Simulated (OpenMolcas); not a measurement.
## Multiconfigurational calculation: Pm³⁺ complex (part 2 of 2)

Continued. System: Pm³⁺ with 6 ligands (F; octahedron, 2.28 Å), neutralised by 6 outer point charges of +0.5 e, whose field is part of the energies. Method: state-averaged CASSCF, active space 4 electrons in the shell 4f, basis ANO-RCC-VDZP on the metal and ANO-RCC-VDZP on the ligands, DKH2 scalar Hamiltonian, spin-orbit coupling by RASSI with atomic mean-field integrals (OpenMolcas).

### The program's output (extracts), continued
```
--- RASSI ---
SPIN-FREE ENERGIES:
  (Shifted by EMIN (a.u.) =     -10610.6705277305)

 SF State       Relative EMIN(au)   Rel lowest level(eV)    D:o, cm**(-1)

     1             0.0000000000        0.0000000000              0.0000
     2             0.0000000000        0.0000000000              0.0000
     3             0.0000000000        0.0000000000              0.0000
     4             0.0000030176        0.0000821123              0.6623
     5             0.0002885957        0.0078530889             63.3394
     6             0.0002885957        0.0078530889             63.3394
     7             0.0002885957        0.0078530889             63.3394
     8             0.0019776055        0.0538133881            434.0342
     9             0.0019776055        0.0538133881            434.0342
    10             0.0024773667        0.0674125816            543.7191
    11             0.0024773667        0.0674125816            543.7191
    12             0.0024773667        0.0674125816            543.7191
    13             0.0031289807        0.0851439037            686.7319
    14             0.0679739106        1.8496643371          14918.5490
    15             0.0689857761        1.8771986000          15140.6278
    16             0.0689857761        1.8771986000          15140.6278
    17             0.0689857761        1.8771986000          15140.6278
    18             0.0694237616        1.8891167909          15236.7545
    19             0.0710130866        1.9323645292          15585.5710
    20             0.0710130866        1.9323645292          15585.5710
    21             0.0710130866        1.9323645292          15585.5710
    33             0.0823715938        2.2414452550          18078.4752
    34             0.0823715938        2.2414452550          18078.4752
    35             0.0823715938        2.2414452550          18078.4752
    36             0.0825050129        2.2450757724          18107.7573
    37             0.0825050129        2.2450757724          18107.7573
    38             0.0825050129        2.2450757724          18107.7573
    39             0.0827756951        2.2524414119          18167.1652
    40             0.0830479242        2.2598491411          18226.9125
    41             0.0830479242        2.2598491411          18226.9125
    42             0.0830479242        2.2598491411          18226.9125
    43             0.0830988979        2.2612362078          18238.1000
    44             0.0830988979        2.2612362078          18238.1000
    45             0.0830988979        2.2612362078          18238.1000
    46             0.0831042274        2.2613812298          18239.2697
    47             0.0831042274        2.2613812298          18239.2697
    48             0.1038627566        2.8262495863          22795.2402
    49             0.1038627566        2.8262495863          22795.2402
    50             0.1038627566        2.8262495863          22795.2402
    51             0.1041199860        2.8332491550          22851.6955
Eigenvalues of complex Hamiltonian:
   -----------------------------------
  (Shifted by EMIN (a.u.) =     -10610.6705277305)

 SO State       Relative EMIN(au)   Rel lowest level(eV)    D:o, cm**(-1)

     1            -0.0194358250        0.0000000002              0.0000
     2            -0.0194358250        0.0000000004              0.0000
     3            -0.0194358250        0.0000000000              0.0000
     4            -0.0180827601        0.0368187719            296.9634
     5            -0.0180827601        0.0368187724            296.9634
     6            -0.0180827601        0.0368187723            296.9634
     7            -0.0180725822        0.0370957269            299.1972
     8            -0.0180402031        0.0379768078            306.3036
     9            -0.0180402031        0.0379768075            306.3036
    10            -0.0116142429        0.2128360905           1716.6388
    11            -0.0116142430        0.2128360904           1716.6388
    12            -0.0116142429        0.2128360906           1716.6388
    13            -0.0114383356        0.2176227724           1755.2460
    14            -0.0114383356        0.2176227720           1755.2460
    15            -0.0113638939        0.2196484347           1771.5841
    16            -0.0113638939        0.2196484348           1771.5841
    17            -0.0113638939        0.2196484347           1771.5841
    18            -0.0109451083        0.2310441710           1863.4969
    19            -0.0109451083        0.2310441709           1863.4969
    20            -0.0109451083        0.2310441709           1863.4969
    21            -0.0038356758        0.4245016857           3423.8370
    22            -0.0036974445        0.4282631513           3454.1753
    23            -0.0036974445        0.4282631516           3454.1753
    24            -0.0036974445        0.4282631515           3454.1753
    25            -0.0035667645        0.4318191353           3482.8562
    26            -0.0035667645        0.4318191352           3482.8562
    27            -0.0035667645        0.4318191352           3482.8562
    28            -0.0034412504        0.4352345473           3510.4034
    29            -0.0031515609        0.4431174007           3573.9829
    30            -0.0031515609        0.4431174005           3573.9829
    31            -0.0031515609        0.4431174003           3573.9829
    32            -0.0031368190        0.4435185469           3577.2183
    33            -0.0031368190        0.4435185473           3577.2183
    34             0.0044787773        0.6507494806           5248.6485
    35             0.0044787773        0.6507494806           5248.6485
    36             0.0044787773        0.6507494806           5248.6485
    37             0.0047211593        0.6573450310           5301.8452
    38             0.0047211593        0.6573450309           5301.8452
    39             0.0047970760        0.6594108280           5318.5070
    40             0.0047970760        0.6594108282           5318.5070
    41             0.0047970760        0.6594108282           5318.5070
Weights of the five most important spin-orbit-free states for each spin-orbit state.

 SO State  Total energy (au)           Spin-free states, spin, and weights
 -------------------------------------------------------------------------------------------------------
    1        -0.019436       2 2.0  0.2232    4 2.0  0.1652    6 2.0  0.1493    7 2.0  0.1414    5 2.0  0.1345
    2        -0.019436       3 2.0  0.2233    4 2.0  0.1652    5 2.0  0.1517    7 2.0  0.1413    6 2.0  0.1322
    3        -0.019436       1 2.0  0.2239    4 2.0  0.1652    6 2.0  0.1437    7 2.0  0.1425    5 2.0  0.1390
    4        -0.018083      10 2.0  0.2402    8 2.0  0.1863    2 2.0  0.1375    1 2.0  0.1374   13 2.0  0.0824
    5        -0.018083      12 2.0  0.2252    3 2.0  0.1374    2 2.0  0.1369    9 2.0  0.1144   13 2.0  0.0824
    6        -0.018083      11 2.0  0.2257    9 2.0  0.1679    3 2.0  0.1374    1 2.0  0.1369   13 2.0  0.0824
    7        -0.018073       8 2.0  0.1925    9 2.0  0.1925    1 2.0  0.1126    2 2.0  0.1126    3 2.0  0.1126
    8        -0.018040       4 2.0  0.1526   11 2.0  0.1426   12 2.0  0.1283    7 2.0  0.1165    6 2.0  0.1151
    9        -0.018040      10 2.0  0.1803    4 2.0  0.1526    5 2.0  0.1304   13 2.0  0.1096    6 2.0  0.0873
   10        -0.011614      11 2.0  0.2008    5 2.0  0.1805    3 2.0  0.1278    1 2.0  0.1272    6 2.0  0.0875
   11        -0.011614      12 2.0  0.2003    7 2.0  0.1552    3 2.0  0.1278    2 2.0  0.1272    6 2.0  0.0878
   12        -0.011614      10 2.0  0.2104    1 2.0  0.1278    2 2.0  0.1278    6 2.0  0.1183    7 2.0  0.1129
```

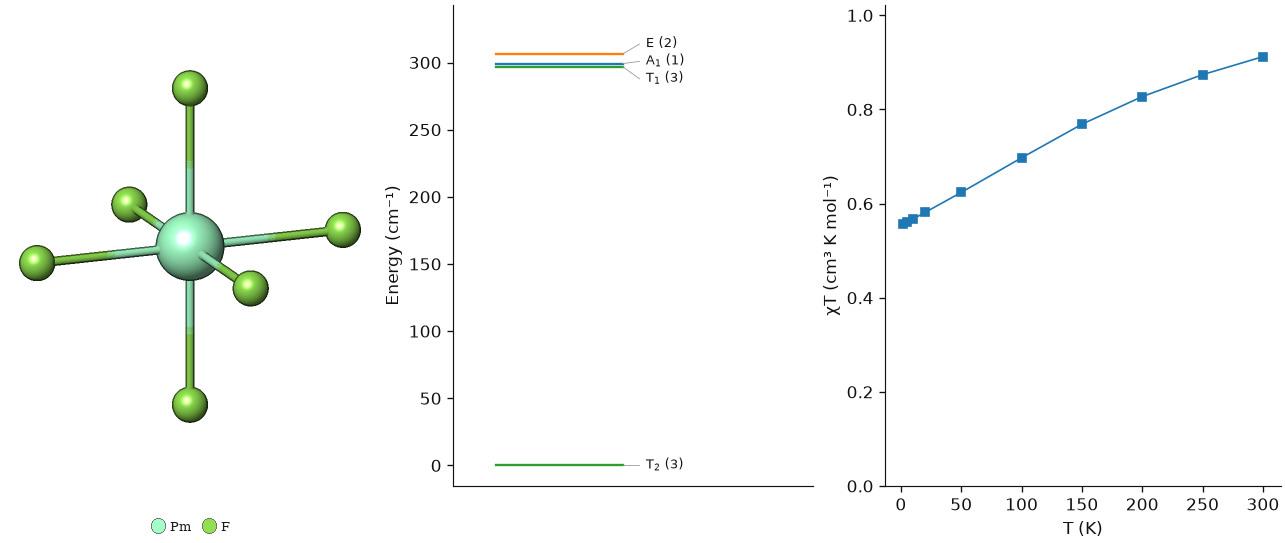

Fig. 1: Pm³⁺ (4f⁴) with 6 ligands, F⁻, at 2.28 Å (arrangement: octahedron, Oh), neutralised by outer point charges of +0.5 e, and its levels and susceptibility. Labels give the representation in O, Td, D4 or D3 as the site allows (double group for half-integer spin) where it could be assigned and, in brackets, the degeneracy; spin-free states, where drawn, share the zero of the spin-orbit levels. Powder susceptibility by Van Vleck's formula. The ground level is T₂, 3-fold degenerate, 98 % from states of spin multiplicity 5 (of the 210 states of multiplicity 3, 106 enter the spin-orbit step), effective J = 4.00, with |mJ| = 3 the largest share (58 %). The next level lies at 297 cm⁻¹ (T₁). The lowest J multiplet spreads over 306 cm⁻¹. χT is 0.556 cm³ K mol⁻¹ at 2 K and 0.912 at 300 K, an effective moment of 2.70 μB. The active orbitals hold 99 to 100 % metal character (Löwdin), and the Mulliken charge of the metal is +2.39.

### Results in brief

| quantity | value |
| --- | --- |
| outcome | converged |
| energy of the lowest spin-free term | −10610.67053 hartree |
| energy of the lowest spin-orbit level | −10610.68996 hartree |
| largest spread among components of a term | 0.0 cm⁻¹ |
| wall time | 86 s |
| peak memory | 0.6 GiB |

### Remarks

Without dynamic correlation the splittings between terms come out too large, often by 20 to 50 %. To bear in mind: high states of lower spin left out of the spin-orbit mixing; distances are set from ionic radii, not optimised; spin-free states above about 39,000 cm⁻¹ are left out of the spin-orbit step.
